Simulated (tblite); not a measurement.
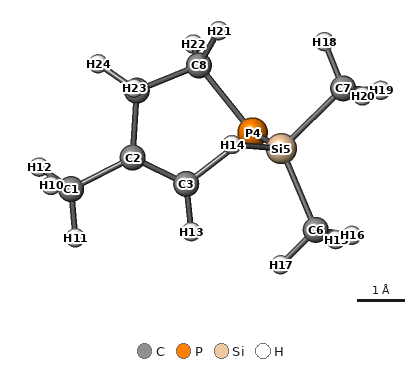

Fig. 1: The structure as given in the input (ball-and-stick view, seen at a tilt; atoms are numbered from 1 in the order of the input). Bond lengths as drawn: C–C 1.33 to 1.53 Å, C–H 1.08 to 1.10 Å, C–P 1.81 to 1.87 Å, C–Si 1.90 to 1.91 Å, H–Si 1.48 Å and P–Si 2.26 Å.

Frequency calculation, with input and output: C7H15PSi

System: C7H15PSi, SMILES CC1=CP([SiH](C)C)CC1.
Method: GFN2-xTB harmonic vibrations, gas phase (tblite 0.8.0).

What the program printed:
```
mode    cm-1     km/mol
  1      21.3      0.34
  2      64.8      0.11
  3      90.2      0.28
  4     100.0      0.16
  5     111.6      0.27
  6     129.6      0.82
  7     131.9      0.53
  8     149.4      1.04
  9     179.0      4.51
 10     211.6      3.40
 11     247.3      0.43
 12     314.4      0.11
 13     411.6      1.46
 14     455.0     30.48
 15     483.2     11.08
 16     530.5      4.93
 17     593.1    162.60
 18     620.2     57.54
 19     688.0     30.80
 20     700.1      5.13
 21     751.9     12.75
 22     765.8     15.75
 23     797.4      3.37
 24     805.5      0.41
 25     808.7      4.12
 26     827.7    141.03
 27     831.9     89.62
 28     846.1    269.83
 29     886.5      2.21
 30     944.0      1.61
 31    1008.9     10.51
 32    1017.1      4.24
 33    1048.1      1.04
 34    1118.2      0.74
 35    1127.2     10.20
 36    1166.3      1.43
 37    1237.8      0.41
 38    1258.5      4.08
 39    1314.8      5.97
 40    1366.0     13.61
 41    1367.9      6.99
 42    1398.6      2.83
 43    1453.3      0.78
 44    1472.5      2.74
 45    1477.2      4.16
 46    1481.1      4.87
 47    1482.3      0.58
 48    1485.6      0.15
 49    1486.2      0.23
 50    1490.4      0.29
 51    1671.5     23.95
 52    2100.6    265.80
 53    2921.4     13.92
 54    2937.3     37.79
 55    2964.8     46.65
 56    2982.3     21.20
 57    2991.1     28.04
 58    3006.5     44.11
 59    3035.0      9.72
 60    3039.3     39.76
 61    3040.8     19.72
 62    3043.7     11.55
 63    3044.2     27.33
 64    3046.4      3.50
 65    3049.3     57.82
 66    3086.1     29.37
```

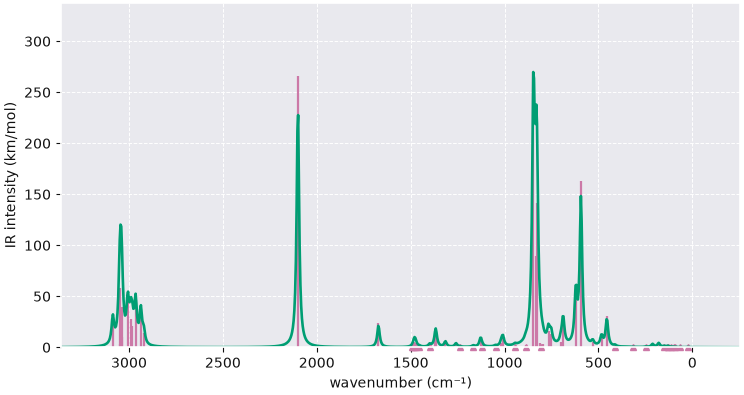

Fig. 2: Harmonic infrared spectrum, unscaled: sticks (degenerate modes added up, dark ones marked on the axis) with a Lorentzian envelope of 16 cm⁻¹ full width, scaled to the tallest stick. 66 modes from 21 to 3086 cm⁻¹, none imaginary. The strongest line is at 846 cm⁻¹ (270 km/mol).

The run was set up as follows.

Input file:
```
{"job": {"kind": "ir", "xc": "GFN2-xTB", "basis": "xTB"}, "charge": 0, "multiplicity": 1}
C      3.248650     0.858354    -0.456373
C      1.949682     0.132605    -0.569780
C      0.886504     0.543149    -1.255761
P     -0.532191    -0.579310    -1.212673
Si    -1.563751     0.284572     0.603891
C     -2.287637     1.959106     0.059967
C     -2.960805    -0.922552     1.075582
C      0.547928    -1.868833    -0.397798
C      1.767811    -1.156175     0.186171
H      3.474429     1.061750     0.590567
H      3.218089     1.799024    -1.000246
H      4.059190     0.249078    -0.857038
H      0.847522     1.454586    -1.830360
H     -0.723876     0.513848     1.800929
H     -2.903594     2.395681     0.839330
H     -2.904011     1.843787    -0.827027
H     -1.499520     2.667135    -0.177142
H     -2.569196    -1.882505     1.398152
H     -3.616269    -1.104715     0.228924
H     -3.565044    -0.524183     1.884030
H     -0.010006    -2.437136     0.346533
H      0.857947    -2.565847    -1.182596
H      1.605893    -0.919047     1.243177
H      2.660520    -1.782608     0.122766
```

The first line tells a small driver script what to run in tblite; the rest is the geometry in Å.

Command:
```bash
OMP_NUM_THREADS=1 python <driver script> task.json out
```

Key numbers:

```tsv
quantity	value
outcome	converged
total energy	−730.9161 eV
zero-point energy	123.9680 kcal/mol
hardware	1 CPU thread, shared host
wall time	2.4 s
peak memory	0.18 GiB
```
